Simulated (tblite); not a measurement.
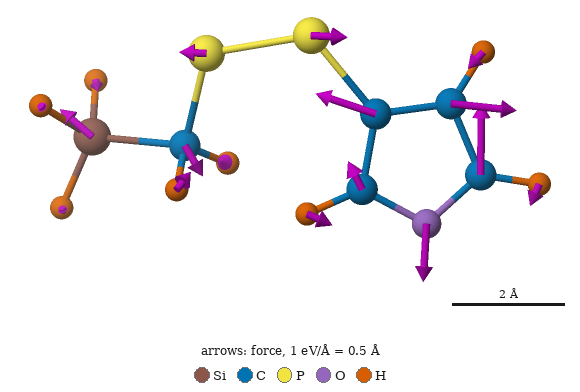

Starting geometry of C$_{5}$H$_{8}$OP$_{2}$Si with the computed forces as purple arrows. Style: ball-and-stick. Shown at a tilt.

Method: GFN2-xTB geometry optimisation, gas phase (tblite 0.8.0). 

Question: Is this structure relaxed? If not, where do the atoms go?

Answer: It isn't relaxed: the largest force vector, on a C atom, is 2.61 eV/Å. The final displacements have little in common with the starting forces (cosine between the two patterns 0.03). The energy falls by 15.5 kcal/mol in 212 geometry steps. An H atom moves most after the best rigid fit: 2.60 Å. By element the largest moves are H 2.60 Å, Si 1.48 Å, C 1.47 Å, P 1.23 Å, O 0.36 Å. Among the contacts that change: C–C 1.376 → 1.425 Å, P–P 1.994 → 2.040 Å, C–Si 1.872 → 1.912 Å, C–C 1.393 → 1.357 Å. Among the angles between lasting bonds that change: O–C–H 129.0° → 117.2°, O–C–H 128.3° → 117.8°, P–P–C 115.8° → 105.4°. Groups turn about C–P by about 70°, C–P by about 50°. The run took 1.8 s on 1 thread of Arm Neoverse V2, on a shared host.
